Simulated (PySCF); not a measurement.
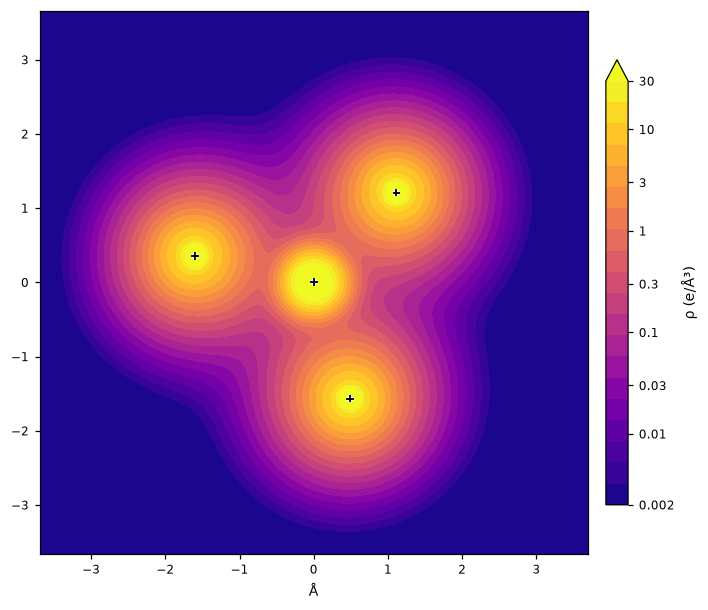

The electron density on a plane through atoms (crosses mark nuclei in the plane).

Theory: DFT single point, gas phase, functional PBE0 in PySCF.

Candidates:
A. C8H13O2 (SMILES COC([O-])=C1CCCCC1) (charge −1)
B. AlF3 (SMILES [F][Al]([F])[F])
C. CH5B (SMILES BC)

Q: Which candidate gave the map?

A: Candidate B: AlF3 on the molecular plane, which holds F and Al. Al–F (1.64 Å): ρ at the midpoint is about 0.94 e/Å³.
